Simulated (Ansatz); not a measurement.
**In2Au (fluorite type, space group Fm-3m): frozen-phonon scan**

Starting cell, In2Au (fluorite type, space group Fm-3m):

```yaml
crystal:
  lattice:
    - [0.00000, 6.46483, 6.46483]
    - [3.23241, 0.00000, 3.23241]
    - [3.23241, 3.23241, 0.00000]
  atoms:
    - { symbol: In, position: [0.37500, 0.75000, 0.75000] }
    - { symbol: In, position: [0.87500, 0.75000, 0.75000] }
    - { symbol: In, position: [0.12500, 0.25000, 0.25000] }
    - { symbol: In, position: [0.62500, 0.25000, 0.25000] }
    - { symbol: Au, position: [0.00000, 0.00000, 0.00000] }
    - { symbol: Au, position: [0.50000, 0.00000, 0.00000] }
```

The atoms are displaced by Q × the pattern below (from a DFPT mode at L = (0.5, 0.0, 0.0), largest move 1; Q in Å), at fixed cell. (q is in reciprocal vectors of the primitive cell; the cell shown is doubled to hold the pattern.)

| atom | x | y | z |
|---|---|---|---|
| In1 | -0.577 | 0.577 | 0.577 |
| In2 | 0.577 | -0.577 | -0.577 |
| In3 | -0.577 | 0.577 | 0.577 |
| In4 | 0.577 | -0.577 | -0.577 |

Atoms not listed stay in place.

Computed with LDA (plane waves to 420 eV, PAW, scalar-relativistic; Ansatz, a first-principles code). k mesh 13×13×13 (Γ-centred), Fermi-Dirac smearing 0.05 eV. The energy includes the smearing's −TS. With partly filled bands, energies and forces of such displacements shift with the k mesh and the smearing. In2Au was relaxed with its symmetry unable to fall. Spin-orbit coupling is left out, though Au is heavy. ΔE is measured from the undisplaced structure.

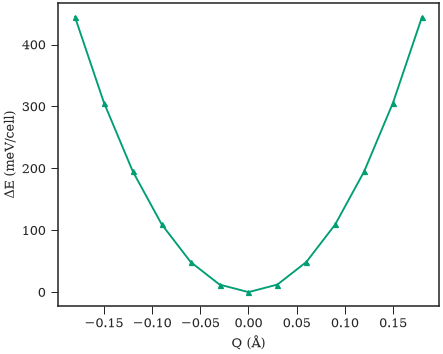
Figure. ΔE (meV/cell) against Q (Å); markers are the computed points, lines only join them.

Space group of the distorted cell: R-3m (No. 166), lowered from Fm-3m. Wavenumber by perturbation theory (DFPT, on another k mesh): 126 cm⁻¹. Shape of the curve: a single well with its minimum at or next to zero displacement. Harmonic wavenumber from the curvature (finite differences): 127 cm⁻¹. Symmetry of the curve: even: the same for both signs.

E″ = 27.06 eV/Å², M = Σ mᵢ|uᵢ|² = 459.3 u, ν̃ = 521.5·√(|E″|/M).

(A displaced cell: forces are minus the slopes of the energy, force constants its curvatures, and phonons follow from these.)
